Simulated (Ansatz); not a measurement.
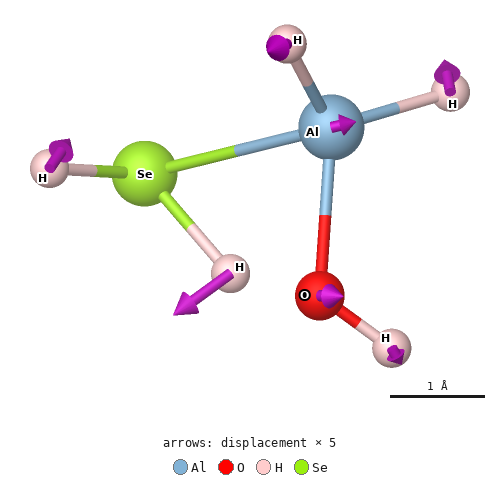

A saddle-point search of AlH₅SeO. The starting structure is drawn; purple arrows show the displacements, magnified 5 times. The two geometries are superimposed by the best rigid fit.

The picture is a ball-and-stick view, seen at a tilt.

All numbers below come from Ansatz, RKS PBE-D4/def2-SVPD.

Input file:
```yaml
crystal:
  periodic: [false, false, false]
  atoms:
    - {symbol: Al, position_ang: [-0.436280, 0.778673, -0.307752]}
    - {symbol: O, position_ang: [1.036411, -0.167748, -0.799770]}
    - {symbol: H, position_ang: [-1.548575, 0.719736, -1.438438]}
    - {symbol: H, position_ang: [-0.232763, 2.031312, 0.536505]}
    - {symbol: H, position_ang: [0.372598, -1.092898, 0.089816]}
    - {symbol: Se, position_ang: [-0.699384, -1.280419, 1.259553]}
    - {symbol: H, position_ang: [1.189669, -0.386272, -1.725944]}
    - {symbol: H, position_ang: [0.257824, -0.646266, 2.326053]}
basis:
  gaussian: {orbitals: def2-SVPD}
hamiltonian: {xc: pbe, dispersion: d4}
saddle:
  f_tol: 0.1
  max_steps: 40
  mode_guess:
    - [-0.1917, -0.0588, 0.2425]
    - [-0.0717, -0.2296, 0.2507]
    - [0.0088, 0.0329, -0.0049]
    - [0.0062, 0.0532, -0.0424]
    - [0.3367, 0.3577, -0.6621]
    - [-0.0874, 0.0643, 0.0277]
    - [0.0054, -0.2079, 0.1968]
    - [-0.0064, -0.0116, -0.0083]
```

Run as
```bash
ansatz run in.yaml --threads 4 --pin off --events-out ev --progress --plain --max-ram 9574MiB
```

> Atoms of which element are displaced furthest, and by how much?

Hydrogen: up to 0.16 Å, against 0.07 Å for oxygen.

> What happened in the run?

After 6 geometry steps the energy has fallen by 15.5 kJ/mol. Largest force component: 1.3 eV/Å at the start, 0.019 eV/Å at the end. The largest move after the best rigid fit is that of H5, 0.16 Å. Largest moves by element: H 0.16 Å, O 0.07 Å, Al 0.06 Å, Se 0.01 Å. Some distances before and after: O2–H5 1.445 → 1.559 Å, Se6–H8 1.567 → 1.486 Å, Al1–H4 1.524 → 1.593 Å, Al1–Se6 2.601 → 2.643 Å. Among the angles between lasting bonds that change: Al1–Se6–H5 53.0° → 57.5°, O2–Al1–H4 118.0° → 113.8°, H3–Al1–H4 121.2° → 125.2°. The run took 51 s on 4 threads of Intel Xeon 6975P-C, on a shared host.
